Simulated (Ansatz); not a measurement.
## Run report: CH5InOS2, single-point calculation

The run: single-point calculation of CH5InOS2, SMILES C[O][In]([SH])[SH]. Method and program: RKS CAM-B3LYP-d3bj/def2-TZVPD (Ansatz 0.2.0).

The geometry comes from this level: PBE0-D4/def2-TZVP. Figures and captions count atoms from 1; the log counts them from 0 in places.

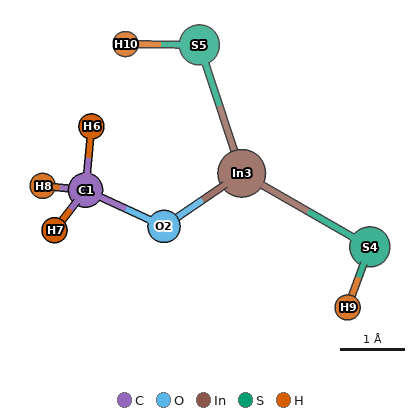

Figure 1. The structure as given in the input (ball-and-stick view, seen at a tilt; atoms are numbered from 1 in the order of the input). Sticks mark near contacts. Bond lengths as drawn: C–H 1.10 Å, C–O 1.40 Å, H–S 1.34 to 1.35 Å, In–O 1.98 Å and In–S 2.36 to 2.37 Å.

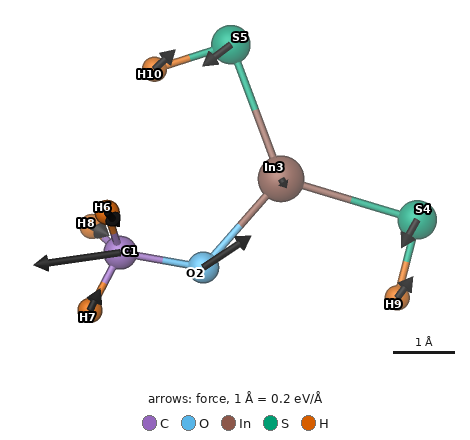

Figure 2. Forces on the atoms as black arrows (ball-and-stick view, seen at a tilt; atoms are numbered from 1 in the order of the input). The largest act on C1 (0.30 eV/Å); O2 (0.20 eV/Å); S5 (0.12 eV/Å); S4 (0.11 eV/Å), among others. The geometry is not a stationary point of this energy.

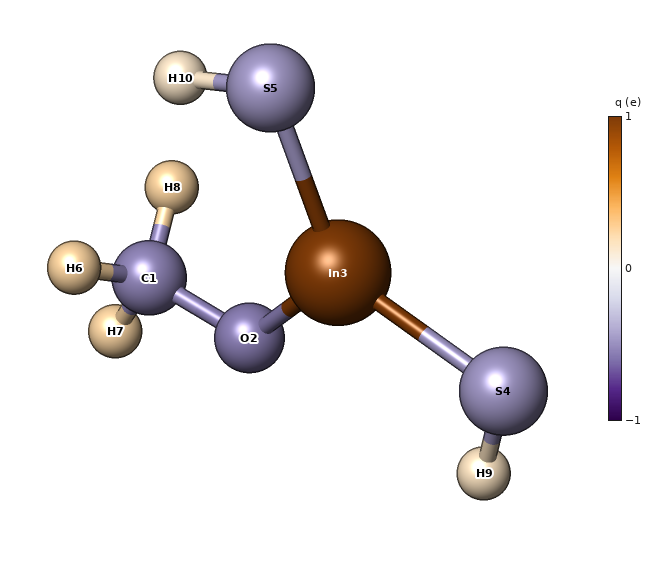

Figure 3. Mulliken charges, as the colour of each atom (ball-and-stick view, seen at a tilt; atoms are numbered from 1 in the order of the input). By element: C −0.53, O −0.55, In +0.99, S −0.48 to −0.46 and H +0.14 to +0.24 e.

The input and output of the run follow.

**Input**
```yaml
crystal:
  periodic: [false, false, false]
  atoms:
    - {symbol: C, position_ang: [-0.011811, 0.976191, 1.359078]}
    - {symbol: O, position_ang: [-0.168885, -0.346234, 0.919558]}
    - {symbol: In, position_ang: [-0.011810, -0.836079, -0.993858]}
    - {symbol: S, position_ang: [-0.317811, -3.127805, -1.469377]}
    - {symbol: S, position_ang: [0.457897, 0.880242, -2.562122]}
    - {symbol: H, position_ang: [0.982296, 1.386900, 1.131977]}
    - {symbol: H, position_ang: [-0.131156, 0.996009, 2.447494]}
    - {symbol: H, position_ang: [-0.762299, 1.658482, 0.935331]}
    - {symbol: H, position_ang: [-0.523127, -3.405842, -0.169374]}
    - {symbol: H, position_ang: [0.486706, 1.818156, -1.598705]}
basis:
  gaussian: {orbitals: def2-TZVPD}
hamiltonian: {xc: {name: CAM-B3LYP}, dispersion: d3bj}
output: {forces: true}
```

Launched with:
```bash
ansatz run in.yaml --threads 4 --pin off --events-out ev --progress --plain --max-ram 10444MiB
```

**What the program printed**
```
Functional definition: CAM-B3LYP
  name "CAM-B3LYP"
  cite "Yanai, Tew & Handy, Chem. Phys. Lett. 393, 51 (2004) doi:10.1016/j.cplett.2004.06.011"
  cite "Iikura, Tsuneda, Yanai & Hirao, J. Chem. Phys. 115, 3540 (2001) doi:10.1063/1.1383587"
  cite "Becke, Phys. Rev. A 38, 3098 (1988) doi:10.1103/PhysRevA.38.3098"
  cite "Lee, Yang & Parr, Phys. Rev. B 37, 785 (1988) doi:10.1103/PhysRevB.37.785"
  cite "Vosko, Wilk & Nusair, Can. J. Phys. 58, 1200 (1980) doi:10.1139/p80-159"
  parameter alpha = 0.19
  parameter beta = 0.46
  parameter omega = 0.33/bohr
  parameter ac = 0.81
  # Exact exchange under (alpha + beta erf(omega r))/r, Becke's under what is left of 1/r.
  exchange = (1 - alpha - beta)*b88_x + beta*b88_x_sr(omega) + alpha*exact_x + beta*exact_x_lr(omega)
  correlation = (1 - ac)*vwn5_c + ac*lyp_c
1711 factors; their error is unknown
608 factors; integrals over basis functions are off by at most 3.5e-5 eV
mean field evaluation 1: about -30005.9597 eV, gradient 5.9e1 eV
mean field evaluation 2: about -29990.6577 eV, gradient 1.1e2 eV
mean field evaluation 4: about -30012.8241 eV, gradient 5.2e0 eV
mean field evaluation 8: about -30012.8739 eV, gradient 6.6e-2 eV
mean field evaluation 16: about -30012.9312 eV, gradient 1.4e-4 eV
mean field -30012.93119095 eV, -1102.9548777721 hartree, gradient 4.1e-5 eV, S^2 0.000000; 0 other end points of the search recorded, 0 dependent functions left out
the calculation of the forces begins
reference -30012.93136076 eV, -1102.9548840122 hartree; 36, 36 occupied and 234, 234 virtual orbitals, 1711 factors
Total energy: -30013.16171848 eV, -1102.9633495023 hartree
Atom 0 at    -0.011811     0.976191     1.359078 Å, force     0.016692     0.237315     0.174707 eV/Å
Atom 1 at    -0.168885    -0.346234     0.919558 Å, force     0.005909    -0.094800    -0.170342 eV/Å
Atom 2 at    -0.011810    -0.836079    -0.993858 Å, force    -0.005014    -0.030675     0.019375 eV/Å
Atom 3 at    -0.317811    -3.127805    -1.469377 Å, force    -0.013520     0.005533     0.108982 eV/Å
Atom 4 at     0.457897     0.880242    -2.562122 Å, force    -0.006223     0.052497     0.109566 eV/Å
Atom 5 at     0.982296     1.386900     1.131977 Å, force    -0.072311    -0.052910     0.004264 eV/Å
Atom 6 at    -0.131156     0.996009     2.447494 Å, force     0.009353     0.002100    -0.082934 eV/Å
Atom 7 at    -0.762299     1.658482     0.935331 Å, force     0.050019    -0.070504     0.018053 eV/Å
Atom 8 at    -0.523127    -3.405842    -0.169374 Å, force     0.008706    -0.015331    -0.089276 eV/Å
Atom 9 at     0.486706     1.818156    -1.598705 Å, force     0.006388    -0.033224    -0.092394 eV/Å
Dipole moment:     0.016165     0.214554     0.137469 e Å
```

**Results in brief**

```csv
quantity,value
outcome,converged
total energy,−30013.1617 eV
mean-field energy,−30012.9314 eV
dispersion energy,−0.2304 eV
SCF solution under orbital rotations,stable
largest force (length of the vector),0.295 eV/Å
dipole moment,1.23 D
hardware,"4 threads of Arm Neoverse V1, 23 GiB of memory available, shared host"
wall time,11 s (CPU time 40 s)
peak memory,1.3 GiB
```
